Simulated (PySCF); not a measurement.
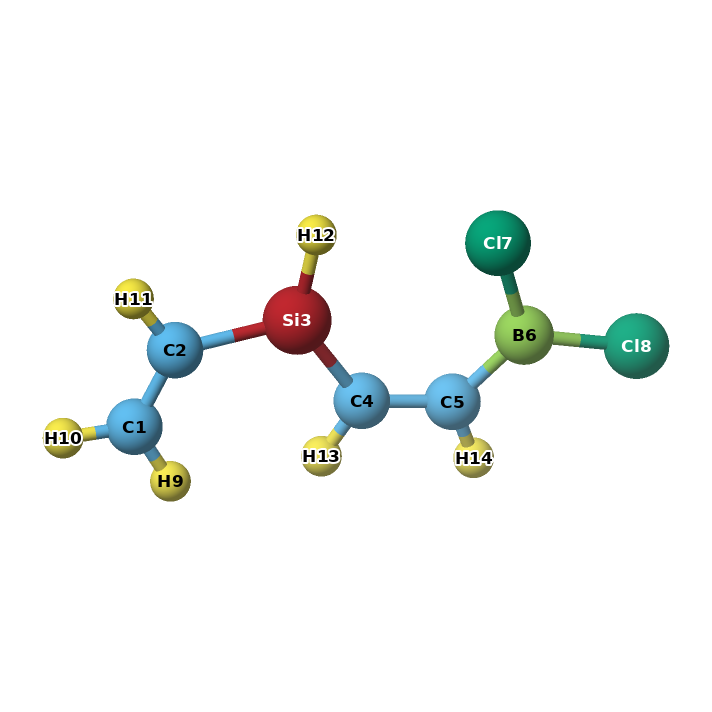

The species is neutral and a spin doublet. The geometry was computed by an optimisation with GFN2-xTB. No frequency run is at hand to confirm it as a minimum. Computed with UKS B3LYP, pcH-1 on B C Cl H Si, non-relativistic (PySCF 2.14.0). Fermi-contact and spin-dipolar terms alone, no spin-orbit part.

Question. Which nucleus has the largest dipolar (anisotropic) hyperfine coupling?

Answer. 29Si at Si3: principal values −126.4, 62.5, 63.9 MHz.

List the isotropic and dipolar parts for the most strongly coupled nuclei, one of each equivalent set.

| atom | isotope | a_iso (MHz) | dipolar part (MHz) |
| --- | --- | --- | --- |
| Si3 | 29Si | −103.9 | −126.4, 62.5, 63.9 |
| C5 | 13C | 16.3 | −23.1, −22.2, 45.3 |
| C1 | 13C | 18.7 | −17.0, −15.9, 32.9 |
| B6 | 11B | −3.0 | −7.6, −5.2, 12.7 |
| H14 | 1H | −19.8 | −11.1, −0.8, 11.9 |
| C2 | 13C | −21.1 | −11.9, 4.7, 7.1 |
| Cl8 | 35Cl | 1.6 | −6.0, −5.3, 11.2 |
| C4 | 13C | −26.0 | −9.0, 2.6, 6.4 |

The geometry is semi-empirical. Around B, Si such bond lengths and angles can be off by a tenth of an ångström or more and by several degrees, and values that hang on the shape move with them.
